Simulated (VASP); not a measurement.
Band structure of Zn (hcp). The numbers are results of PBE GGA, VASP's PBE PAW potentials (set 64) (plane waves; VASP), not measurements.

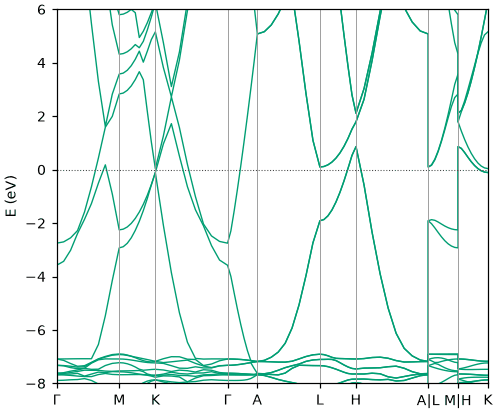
Figure. Bands along high-symmetry lines, zero at the valence-band maximum or, without a gap, the Fermi level

**Question.** Read the plot: is there a gap, and where are the band edges?

**Answer.** It has no gap at this level: it comes out as a metal or semimetal. (Edges off the drawn lines would not show.)

The compound is Zn in the hcp structure. It was relaxed first.
